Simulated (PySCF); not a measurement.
# CH3AlF4, SMILES `CF.F[Al](F)F`: electronic structure

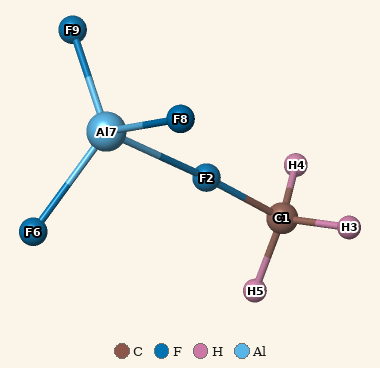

The molecule, with its atoms numbered as below. The pair's geometry is semi-empirical, so its contact may be too short or too long.

Cartesian coordinates (Å):

```
C1      -2.5600    0.0167    0.0028
F2      -1.1690    0.0774    0.0195
H3      -2.8509   -0.4663   -0.9283
H4      -2.9298    1.0392    0.0559
H5      -2.8687   -0.5664    0.8688
F6       0.8931   -1.0335    1.2697
Al7      0.7230   -0.0110   -0.0024
F8       0.8810   -0.6253   -1.5160
F9       1.0182    1.5855    0.2288
```

### 1. Bonding charge

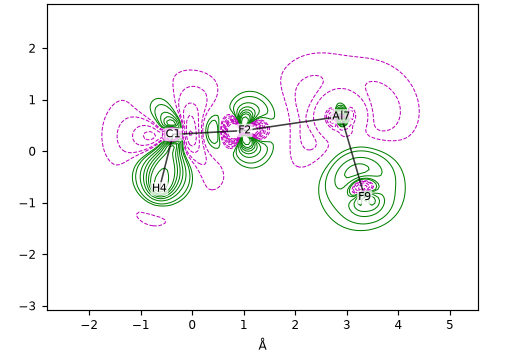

Deformation density (molecule less spherical, spin-averaged free atoms) in the plane of C1, F2, H4, Al7 and F9; contours at ±0.05 to ±0.8 e/Å³; solid green lines: gain, dashed magenta lines: loss.

PySCF calculation, B3LYP/def2-TZVP, gas phase; geometry: GFN2-xTB.

> How much density has each bond in this plane gained at its critical point, relative to the free atoms?

C1–H4: +0.83 e/Å³ at the bond critical point (bond length 1.09 Å, Mayer order 1.0). Al7–F9: +0.09 e/Å³ at the bond critical point (bond length 1.64 Å, Mayer order 1.1); up to 0.6 Å beside the axis the gain reaches +0.35 e/Å³. F2–Al7: −0.10 e/Å³ at the bond critical point (bond length 1.89 Å, Mayer order 0.4). C1–F2: −0.29 e/Å³ at the bond critical point (bond length 1.39 Å, Mayer order 0.8); up to 0.6 Å beside the axis the gain reaches +0.17 e/Å³. In all, 2.2 electrons gather in the regions of gain relative to the promolecule. A small or negative value marks a very polar bond, one between electron-rich atoms, whose free-atom densities already overlap strongly, a long bond to a heavier atom, or a closed-shell contact such as a hydrogen bond.

### 2. Bond critical points

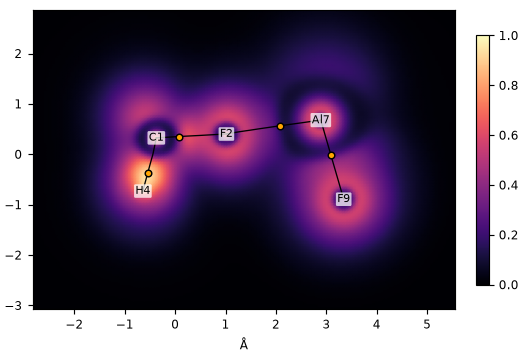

Localised orbital locator (LOL) in the plane of C1, F2, H4, Al7 and F9, with bond paths and bond critical points (dots).

> What values does LOL take at the bond critical points in this plane?

C1–H4: about 0.92; C1–F2: about 0.38; Al7–F9: about 0.24; F2–Al7: about 0.17. Values above 0.5 mark slow, localised electrons, as in shared pairs; low values at a critical point mark a polar or closed-shell contact whose critical point lies between the shells.

> Where along C1–F2 does the critical point lie?

0.46 Å from C1 and 0.94 Å from F2.

### 3. Local ionisation energy

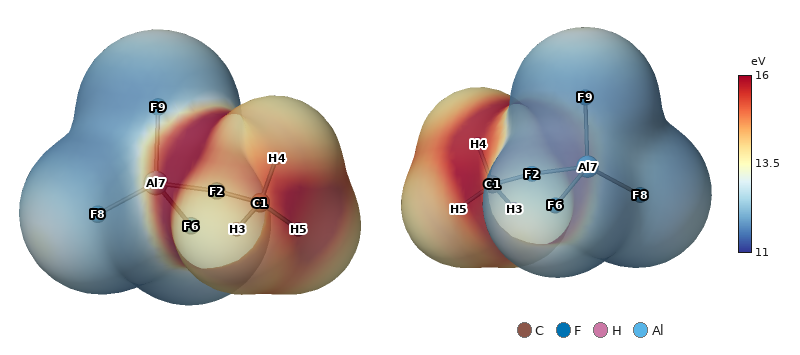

Average local ionisation energy on the surface of electron density 0.001 a.u. (back view left, front view right).

> Locate the minima of the map.

The lowest value is 11.8 eV, 1.8 Å from F6, and at like points elsewhere. For comparison, the highest occupied orbital lies at −10.3 eV.
